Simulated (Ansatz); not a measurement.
## Nudged elastic band, with input and output: CH11NOSi2 (part 2 of 2)

The same run, continued: CH11NOSi2; RKS revPBE/6-31G* (Ansatz 0.2.0). The run did not end well. One setting was made poor on purpose. It belongs to a series of runs on one base structure; here: band between the two ends.

Geometry of the input (Å):
```
Si -0.7979  0.1591  -2.2159
Si -0.5058  -2.0514  -1.4582
H  -0.5478  0.2413  -3.7025
H  -2.2234  0.6045  -1.9945
O  0.3055  1.1185  -1.3461
H  2.1373  0.4326  1.8883
N  1.3985  1.1451  1.8172
C  0.2909  0.7654  2.7137
H  -1.4530  -2.9484  -2.2073
H  0.8966  -2.5313  -1.7064
H  -0.8029  -2.1715  0.0101
H  0.2718  2.0705  -1.5652
H  1.0688  1.0956  0.8439
H  0.6426  0.7958  3.7609
H  -0.1629  -0.2395  2.5415
H  -0.5180  1.5135  2.6206
```

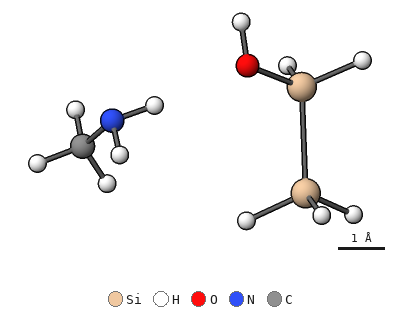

Figure 1. The structure as given in the input (ball-and-stick view, seen at a tilt).

```
Unfinished report: {"positions_ang":[[-0.33888318885198443,0.5237562462922811,-0.9200749831083462],[0.1049209282270851,-2.020154086539857,-0.8940255110901891],[-0.6362477441933719,0.025494682852908405,-2.321617174004731],[-1.7188087149000317,0.8480477368448779,-0.3925763581590993],[0.5983482512676112,1.9059031152362775,-1.3369802048057473],[0.4903309741854163,-0.7074695254615021,0.7552792211006905],[0.48779645410621975,0.40284433481725196,0.8259323114155311],[-0.2231870030621419,0.9195229032821487,2.0267314520194835],[-1.2259799553722794,-2.540100305484557,-1.3621776365441505],[1.0956127839526502,-2.233110323696089,-2.0121976163364184],[0.5509830965531782,-3.0300105054237734,0.1660118688924209],[0.568305782207776,2.08565496120998,-2.297043565579979],[1.4683651197530783,0.7021846826371698,0.7800660112006282],[0.2440261948839014,0.5134564230056478,2.9380001136980347],[-1.2713494753365602,0.5825221163192641,1.979956803140315],[-0.19413549342054653,2.02145753410797,2.064817258161557]],"unchecked":["starts","cluster_reference","orbital_swaps","neighbouring_geometries","increment"],"mean_field":{"relativity":"none","state":{"energy":{"ev":-20501.78967326739,"hartree":-753.4268738804199},"converged":true,"gradient_ev":0.00002645350301203262,"stability":{"kind":"minimum","curvature_ev":57.468591202349806},"curvature_floor_ev":0.00030000000000000003,"spin_squared":-3.552713678800501e-15},"others":[],"fillings":{"estimated":0,"unestimated":0,"tried":0,"untried":0,"excluded_magnetic_sites":0},"n_dropped_functions":0,"n_trapped_functions":0,"passes":{"evaluations":4,"products":25},"factors":{"origin":"density fitting in generated functions","count":1394,"bound_ev":null},"gradient_stop_ev":0.00009,"reference_kind":"stationary","functional":{"name":"revPBE","citations":["Zhang & Yang, Phys. Rev. Lett. 80, 890 (1998) doi:10.1103/PhysRevLett.80.890","Perdew, Burke & Ernzerhof, Phys. Rev. Lett. 77, 3865 (1996) doi:10.1103/PhysRevLett.77.3865"],"text":"name \"revPBE\"\ncite \"Zhang & Yang, Phys. Rev. Lett. 80, 890 (1998) doi:10.1103/PhysRevLett.80.890\"\ncite \"Perdew, Burke & Ernzerhof, Phys. Rev. Lett. 77, 3865 (1996) doi:10.1103/PhysRevLett.77.3865\"\nparameter kappa = 1.245\nparameter beta = 0.06672455060314922\nexchange = pbe_x(kappa = kappa, mu = beta*pi^2/3)\ncorrelation = pbe_c(beta = beta)\n","parameters":{"beta":{"value":0.06672455060314922,"default":0.06672455060314922},"kappa":{"value":1.245,"default":1.245}},"final_grid":{"core_spheres":13.0,"valence_spheres":11.0,"degree":36.0},"final_grid_parameter_source":"default","radial_points_factor":1.0,"radial_grid_error_ev":3.302647371798941e-7,"grid_sensitivity":"normal","grid_sensitivity_ratio":0.001870803151768979},"unsmoothed_excess_ev":-0.0000500517854313388,"symmetry":{"irreps":["A"],"axes":[[0.999574431140443,0.005150680125501499,0.028712838670263367],[-0.004282203449660777,0.9995338919215903,-0.030226836316335014],[-0.028855144149276413,0.030091018499272502,0.999130577683318]],"occupied":[{"A":30},{"A":30}]},"density_repulsion":{"missed_ev":0.00016966105915197478,"excess_ev":0.00016966105915197478,"most_excess_ev":0.00078,"are_drawn_again":false,"n_first_factors":1394,"energy_change_ev":0.0,"n_dropped_ends":0},"direct_passes":"host"},"factors":{"origin":"density fitting in generated functions","count":1394,"bound_ev":null},"n_frozen":0,"n_occupied":[30,30],"n_virtual":[75,75],"reference":{"ev":-20501.78967326739,"hartree":-753.4268738804199},"total":{"ev":-20501.78967326739,"hartree":-753.4268738804199},"forces_ev_per_angstrom":[[-0.5571711282907279,-0.808048956956045,-1.5376702695363813],[-0.12042197557551791,-0.11746546712525226,-0.47786519718775605],[-0.24504769814011854,0.3205005783921253,-0.4966477680448271],[0.10109612182846749,-0.08125671652143916,0.11467772585205699],[0.2599153295111097,-0.0772820312083853,0.5180405638120422],[0.12234333053865916,2.0403991470845986,0.653875038335654],[0.23887834279423834,-1.259888906803136,0.9171945903473472],[0.10208869281753294,0.015800528372309938,0.3229513868234065],[-0.05920196473254887,-0.11487284643998151,-0.10356305105383208],[-0.016165868745524288,-0.06794819403210456,-0.06565291219024086],[-0.013783018220970642,0.0884944310980646,0.05549424266705728],[-0.13131740716345708,-0.15273772684061615,0.09262914244685413],[0.2686495640565215,0.19644408219216827,0.12075804512716312],[-0.017436197753881,0.050699799657157055,0.07524919310171359],[0.05455756673986814,0.04356901073029208,-0.035205503999966206],[0.013016310337783523,-0.07640673159128389,-0.15426522649827873]],"charge_distribution":{"dipole_moment_e_ang":[0.2522401662193728,0.554875845307514,0.7474825904214233],"mulliken_charges_e":[0.5290953277813664,-0.19703465570768763,-0.10748959846111417,-0.08691759552743772,-0.6803257051539848,0.35052399135535395,-0.6859873325762811,-0.3569650089016294,-0.032027351225514034,-0.033431994881256255,-0.07669881549199165,0.4084145603506406,0.36837384092961123,0.18545098481524058,0.2090365974694477,0.20598275522522136],"lowdin_charges_e":[0.15671366591651115,-0.07708147256566988,-0.07440318360299614,-0.08979140668120711,-0.40770400683917707,0.24314500629150482,-0.3165964209003187,-0.2534498500758193,-0.03769867210639033,-0.04596185377630757,-0.0764330196865457,0.29911378061967264,0.2690204279477495,0.12240364748361565,0.14747793516317786,0.14124542281215458]},"n_threads":2,"memory_gib":2.556818182580173,"seconds":{"hamiltonian":1.6996687700000002,"orbitals":0.0,"second_order":0.0,"solver_start":0.0,"cycles":0.0,"cycle":0.0,"perturbative":0.0,"full_ci_increment":0.0,"forces":0.0}}
this run last wrote the band of iteration 10 to [file]
Error: NEB band did not converge after 10 iterations: max|band force component| = 1.48e0 eV/Å (threshold 5.0e-2); raise `neb.max_iterations` in a new run, which can start from the last band evaluated (`neb.initial_path`, with `crystal.atoms` and `neb.final_atoms` set to its first and last images), add images, or start from endpoints closer to local minima. Where this run's directory can be resumed (`checkpoint.write`), a resume goes on for up to `neb.max_iterations` more; to start a new run from the last band, take its images' positions from the `neb_iteration` event of iteration 10 (`data.images[].positions_ang`), in the event stream of the run that computed that iteration (not this run's, if it was resumed behind it). With `checkpoint.write`, `steps/00-neb/state/checkpoint.json` in the run directory holds the last saved band, under `neb.evaluated.images[].positions_ang` (a band under a hybrid functional on support functions is neither saved nor resumed: `neb.initial_path` says where its path is): check the last entry of `neb.iterations` there, which is earlier than 10 if that iteration was not saved or its write failed. If the band's step has no `state` directory and holds `state.next`, a write was cut short, and the file is under `state.next` instead (behind a loss of power it can be under `state.prev`)
this run wrote the band of iteration 10 to [file] as well, whether or not its events were kept: a new run's `neb.initial_path` can list its `images[].positions_ang`
a run's events are kept only if it was started with --events-out <file>, and are in that file
```

### The last band as extended XYZ (Å, eV, eV/Å)
```
16
Properties=species:S:1:pos:R:3:forces:R:3 image=0 energy=-20502.93826
Si   -0.7979    0.1591   -2.2159   -0.0039   0.0062  -0.0001
Si   -0.5058   -2.0514   -1.4582    0.0067  -0.0103   0.0038
H    -0.5478    0.2413   -3.7025   -0.0006  -0.0036   0.0101
H    -2.2234    0.6045   -1.9945    0.0081  -0.0021  -0.0021
O     0.3055    1.1185   -1.3461   -0.0081   0.0079  -0.0089
H     2.1373    0.4326    1.8883   -0.0278   0.0274  -0.0089
N     1.3985    1.1451    1.8172    0.0064  -0.0295   0.0088
C     0.2909    0.7654    2.7137   -0.0124  -0.0003  -0.0152
H    -1.4530   -2.9484   -2.2073    0.0013   0.0002   0.0006
H     0.8966   -2.5313   -1.7064   -0.0093   0.0021   0.0017
H    -0.8029   -2.1715    0.0101    0.0005   0.0035  -0.0103
H     0.2718    2.0705   -1.5652    0.0040  -0.0042   0.0048
H     1.0688    1.0956    0.8439    0.0109  -0.0033   0.0088
H     0.6426    0.7958    3.7609   -0.0039   0.0011  -0.0056
H    -0.1629   -0.2395    2.5415    0.0100   0.0252   0.0051
H    -0.5180    1.5135    2.6206    0.0179  -0.0204   0.0075
16
Properties=species:S:1:pos:R:3:forces:R:3 image=1 energy=-20502.92225
Si   -0.7898    0.2442   -1.9620   -0.0068  -0.0173  -0.0089
Si   -0.2775   -1.9489   -1.2665    0.0017   0.0073  -0.0052
H    -1.0020    0.2684   -3.4553   -0.0046  -0.0006  -0.0115
H    -2.0797    0.7121   -1.3326   -0.0009   0.0000  -0.0181
O     0.5265    1.2250   -1.5162   -0.0083  -0.0017   0.0056
H     1.8072   -0.1029    1.6928   -0.0041   0.0279   0.0095
N     1.3500    0.8179    1.6947    0.0167  -0.0188   0.0403
C     0.1052    0.7353    2.4795    0.0203   0.0019  -0.0123
H    -1.2764   -2.8899   -1.8825   -0.0027  -0.0043   0.0049
H     1.0958   -2.3456   -1.7286   -0.0040  -0.0060  -0.0023
H    -0.3479   -2.1006    0.2256   -0.0020  -0.0040  -0.0054
H     0.4469    2.1558   -1.8033    0.0002   0.0087   0.0158
H     1.1259    1.0147    0.7112   -0.0058   0.0051  -0.0160
H     0.3566    0.5599    3.5409   -0.0016  -0.0053   0.0085
H    -0.6229   -0.0520    2.1752   -0.0066   0.0012  -0.0080
H    -0.4178    1.7069    2.4271    0.0083   0.0058   0.0031
16
Properties=species:S:1:pos:R:3:forces:R:3 image=2 energy=-20502.90636
Si   -0.6482    0.3749   -1.6199   -0.0839  -0.1430  -0.1131
Si   -0.2235   -1.8983   -1.1715    0.0430  -0.0663   0.1338
H    -1.1251    0.3769   -3.0649    0.0007   0.1014   0.0532
H    -1.8154    0.8807   -0.8064    0.0921   0.0121   0.0079
O     0.7010    1.4201   -1.5666    0.0167   0.0971  -0.0370
H     1.5752   -0.2332    1.4083   -0.1520   0.0525  -0.0068
N     0.7836    0.3874    1.1927    0.0380  -0.1086  -0.2438
C    -0.0189    0.6547    2.4004    0.1388   0.0559  -0.0831
H    -1.1621   -2.7620   -1.9832    0.0020   0.0534  -0.0096
H     1.1691   -2.2878   -1.5971    0.0016   0.0428   0.0164
H    -0.3971   -2.2952    0.2681   -0.0155  -0.0199  -0.0470
H     0.7415    1.9719   -2.3748   -0.0156  -0.0972   0.0855
H     1.1862    1.2374    0.7831   -0.0486   0.0247   0.1800
H     0.5769    0.8679    3.3140   -0.0419   0.0316   0.0265
H    -0.6667   -0.2165    2.6049    0.0215   0.0088   0.0488
H    -0.6765    1.5211    2.2131    0.0031  -0.0452  -0.0118
16
Properties=species:S:1:pos:R:3:forces:R:3 image=3 energy=-20502.97647
Si   -0.4876    0.3458   -1.1766   -0.0278   0.0568  -0.0150
Si   -0.0611   -1.9840   -1.1761    0.0110   0.0070  -0.0214
H    -1.0970    0.4611   -2.5836    0.0015  -0.0382   0.0046
H    -1.6722    0.7376   -0.3306    0.0322  -0.0163   0.0454
O     0.7820    1.4947   -1.3564    0.0180   0.0355  -0.0455
H     1.1223   -0.4577    1.1953    0.0388  -0.0728   0.0353
N     0.6445    0.4268    1.0000   -0.1120   0.0259   0.0122
C    -0.1794    0.8265    2.1631    0.0298  -0.0078  -0.0573
H    -1.2621   -2.7161   -1.7140   -0.0114  -0.0259   0.0012
H     1.0976   -2.3205   -2.0817   -0.0125   0.0060  -0.0003
H     0.2658   -2.5975    0.1662   -0.0073   0.0055  -0.0058
H     0.7133    1.8562   -2.2635    0.0291  -0.0084   0.0153
H     1.3695    1.1228    0.7989    0.0011   0.0322   0.0229
H     0.3677    0.7963    3.1248    0.0140   0.0141   0.0174
H    -1.0530    0.1568    2.2328    0.0111  -0.0011   0.0081
H    -0.5504    1.8511    2.0017   -0.0156  -0.0125  -0.0171
16
Properties=species:S:1:pos:R:3:forces:R:3 image=4 energy=-20501.78962
Si   -0.3389    0.5238   -0.9201   -0.5572  -0.8080  -1.5377
Si    0.1049   -2.0202   -0.8940   -0.1204  -0.1175  -0.4779
H    -0.6362    0.0255   -2.3216   -0.2450   0.3205  -0.4966
H    -1.7188    0.8480   -0.3926    0.1011  -0.0813   0.1147
O     0.5983    1.9059   -1.3370    0.2599  -0.0773   0.5180
H     0.4903   -0.7075    0.7553    0.1223   2.0404   0.6539
N     0.4878    0.4028    0.8259    0.2389  -1.2599   0.9172
C    -0.2232    0.9195    2.0267    0.1021   0.0158   0.3230
H    -1.2260   -2.5401   -1.3622   -0.0592  -0.1149  -0.1036
H     1.0956   -2.2331   -2.0122   -0.0162  -0.0679  -0.0657
H     0.5510   -3.0300    0.1660   -0.0138   0.0885   0.0555
H     0.5683    2.0857   -2.2970   -0.1313  -0.1527   0.0926
H     1.4684    0.7022    0.7801    0.2686   0.1964   0.1208
H     0.2440    0.5135    2.9380   -0.0174   0.0507   0.0752
H    -1.2713    0.5825    1.9800    0.0546   0.0436  -0.0352
H    -0.1941    2.0215    2.0648    0.0130  -0.0764  -0.1543
16
Properties=species:S:1:pos:R:3:forces:R:3 image=5 energy=-20502.85624
Si   -0.3546    1.0103   -0.8061    0.0909   0.2497   0.1855
Si    0.2391   -2.4488   -0.7205    0.0379  -0.2016   0.1240
H    -0.3669   -0.0655   -1.8767    0.1672  -0.0323   0.2692
H    -1.8024    1.2050   -0.4615   -0.0443   0.2368  -0.0518
O     0.5301    2.2630   -1.5123   -0.1610   0.1365  -0.1798
H     0.3831   -1.3156    0.2638   -0.0468  -0.3619  -0.3042
N     0.3990    0.7639    0.7431   -0.1536   0.1794  -0.1630
C    -0.2607    0.9969    2.0312    0.0392   0.0306   0.0150
H    -1.1657   -2.5654   -1.2462    0.0296  -0.0134   0.0673
H     1.1641   -2.3013   -1.8966    0.0299  -0.0193   0.0605
H     0.5928   -3.6743    0.0506    0.0298  -0.3934  -0.0656
H     0.5601    2.1688   -2.4843    0.0233   0.0875  -0.0751
H     1.4178    0.8161    0.7799   -0.0022   0.0518   0.0271
H     0.2509    0.4492    2.8445    0.0051  -0.0204  -0.0527
H    -1.2986    0.6275    1.9909   -0.0138   0.0253   0.0062
H    -0.2878    2.0702    2.3003   -0.0312   0.0449   0.1376
16
Properties=species:S:1:pos:R:3:forces:R:3 image=6 energy=-20503.30673
Si   -0.4210    1.2826   -0.8078   -0.0358   0.0476   0.0708
Si    0.3617   -2.9457   -0.7114   -0.0025  -0.0380  -0.0243
H    -0.2456    0.1485   -1.7876    0.0287   0.0084   0.0181
H    -1.8783    1.4558   -0.4874   -0.0002   0.0033  -0.0205
O     0.2544    2.6426   -1.5566   -0.0347  -0.0309  -0.0609
H     0.6214   -1.9015    0.3261    0.0090  -0.0191   0.0158
N     0.3196    0.9545    0.7216    0.0319  -0.0232  -0.0261
C    -0.2599    1.1943    2.0471    0.0233  -0.0035  -0.0180
H    -1.0662   -2.8678   -1.1652    0.0106  -0.0050   0.0045
H     1.2697   -2.7301   -1.8867   -0.0009  -0.0053   0.0008
H     0.6232   -4.3031   -0.1314    0.0054  -0.0523  -0.0004
H     0.3691    2.5017   -2.5172    0.0126   0.0633   0.0121
H     1.3342    0.8341    0.7430   -0.0308   0.0058   0.0068
H     0.0899    0.4295    2.7658   -0.0223   0.0057   0.0035
H    -1.3573    1.1110    1.9873   -0.0080   0.0354  -0.0016
H    -0.0147    2.1938    2.4606    0.0138   0.0078   0.0195
16
Properties=species:S:1:pos:R:3:forces:R:3 image=7 energy=-20503.42448
Si   -0.5813    1.3516   -0.8803   -0.0170  -0.0109   0.0405
Si    0.4131   -3.1904   -0.6102   -0.0027   0.0029  -0.0084
H    -0.1767    0.3113   -1.8885    0.0072   0.0014  -0.0020
H    -2.0448    1.3932   -0.5811    0.0026   0.0041  -0.0110
O    -0.2746    2.8867   -1.5281    0.0136  -0.0168  -0.0416
H     0.7172   -2.4816    0.6739    0.0056  -0.0135   0.0146
N     0.2020    0.8616    0.5948   -0.0067   0.0020  -0.0506
C    -0.1471    1.3438    1.9360    0.0198  -0.0221   0.0066
H    -1.0015   -2.9157   -1.0218    0.0060  -0.0052   0.0068
H     1.3499   -2.7078   -1.6787   -0.0031  -0.0015   0.0055
H     0.6034   -4.6657   -0.4180    0.0020  -0.0201  -0.0062
H     0.5636    2.9256   -2.0291   -0.0143   0.0468   0.0366
H     1.1554    0.4986    0.5319   -0.0238   0.0001   0.0161
H     0.0636    0.5654    2.6935   -0.0084   0.0171  -0.0024
H    -1.2299    1.5544    1.9720    0.0085   0.0152  -0.0063
H     0.3875    2.2690    2.2336    0.0104   0.0006   0.0019
16
Properties=species:S:1:pos:R:3:forces:R:3 image=8 energy=-20503.45397
Si   -0.6328    1.4946   -1.0441    0.0088   0.0012   0.0072
Si    0.3836   -3.2738   -0.2839   -0.0023  -0.0003  -0.0032
H    -0.1521    0.6529   -2.1948   -0.0023   0.0014  -0.0005
H    -2.0972    1.3797   -0.7719   -0.0003  -0.0012   0.0001
O    -0.4738    3.1422   -1.4024   -0.0049  -0.0017   0.0011
H     0.5829   -2.9505    1.1671   -0.0031  -0.0008   0.0019
N     0.2213    0.8374    0.3246   -0.0052   0.0018  -0.0044
C    -0.0309    1.1882    1.7277    0.0079   0.0017  -0.0027
H    -1.0120   -2.9214   -0.6984    0.0015   0.0009   0.0012
H     1.3706   -2.4995   -1.1062    0.0030   0.0003  -0.0033
H     0.6136   -4.7413   -0.4983    0.0015  -0.0008   0.0040
H     0.4197    3.3963   -1.7046    0.0031  -0.0016   0.0010
H     1.1589    0.4651    0.1633   -0.0076   0.0008   0.0028
H     0.1495    0.3197    2.3883    0.0001   0.0026  -0.0048
H    -1.0898    1.4769    1.8424    0.0022  -0.0028  -0.0037
H     0.5886    2.0336    2.0913   -0.0025  -0.0015   0.0032
```

### What the run reported

| quantity | value |
| --- | --- |
| outcome | not converged |
| barrier, forward (band not converged) | 1.149 eV |
| barrier, backward | 1.664 eV |
| hardware | 2 threads of Intel Xeon (Sapphire Rapids), 16 GiB of memory available, shared host |
| wall time | 2 min (CPU time 3.9 min) |
| peak memory | 0.17 GiB |

### What went wrong

The run did not converge: “NEB band did not converge after 10 iterations: max|band force component| = 1.48e0 eV/Å (threshold 5.0e-2); raise `neb.max_iterations` in a new run, which can start from the last band evaluated (`neb.initial_path`, with `crystal.atoms` and `neb.final_atoms` set to its first and last images), add images, or start from endpoints closer to local minima …” Its last values are not results. A deliberately poor setting: few iterations.
